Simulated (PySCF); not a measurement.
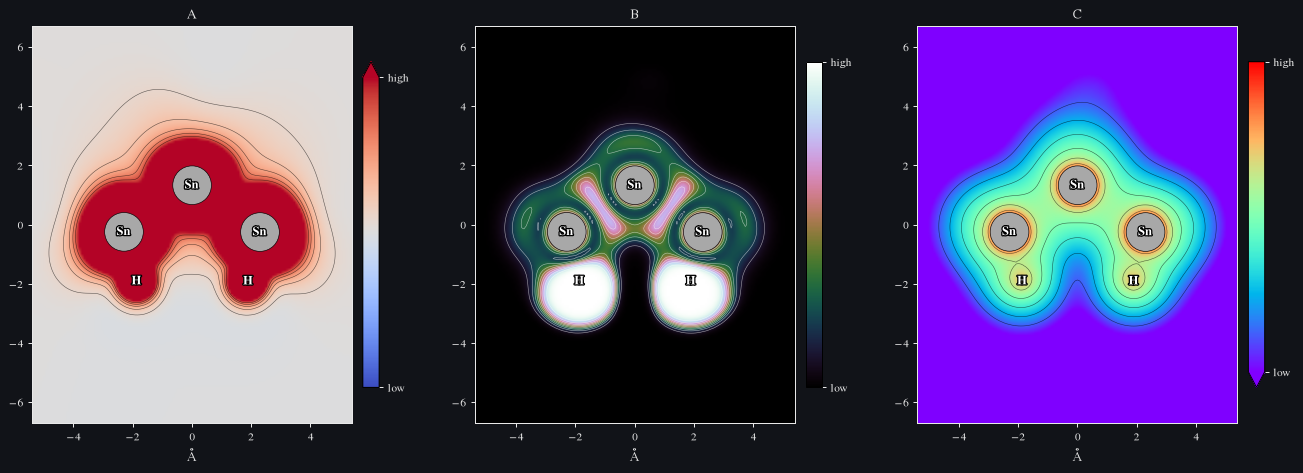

H$_{10}$Sn$_{4}$ (HSn(SnH3)3): 3 fields on the plane of atoms Sn1, Sn3 and H11, with unlabelled colour scales. Grey discs cover the atomic cores.

Geometry: PBE0-D3(BJ)/def2-SVP; core potentials replace the inner electrons of Sn.

Level of theory: wB97X-D/def2-SVPD, SCF density, gas phase, scalar-relativistic core potentials on the heavy atoms in PySCF.

```xyz
14

Sn   -0.5205   -0.5582    0.0758
Sn    1.7273   -1.2308    1.5832
Sn    0.1166   -0.3495   -2.6291
Sn   -1.5982    1.8337    1.0128
H    -1.6917   -1.8034    0.2671
H     2.0144   -0.0323    2.7775
H     3.1172   -1.3338    0.5825
H     1.5108   -2.7400    2.3698
H    -0.2392    1.2299   -3.1986
H    -0.7811   -1.4746   -3.5630
H     1.7881   -0.6470   -2.8749
H    -0.9991    2.1831    2.5826
H    -1.1543    3.1222   -0.0295
H    -3.3097    1.7568    1.0870
```

**Match the panels to the quantities (electron density, electron localisation function and electrostatic potential).**

Panel A: electrostatic potential (strongly positive close to the atoms and fading to about zero outside). Panel B: electron localisation function. Panel C: electron density. From the grid: Sn–Sn (2.79 Å): ρ is about 0.41 e/Å³ halfway; the ELF peaks at about 0.75 between the atoms. Sn–H (1.72 Å): the density is about 1.1 e/Å³ at the midpoint; the ELF climbs to about 1 towards the hydrogen.
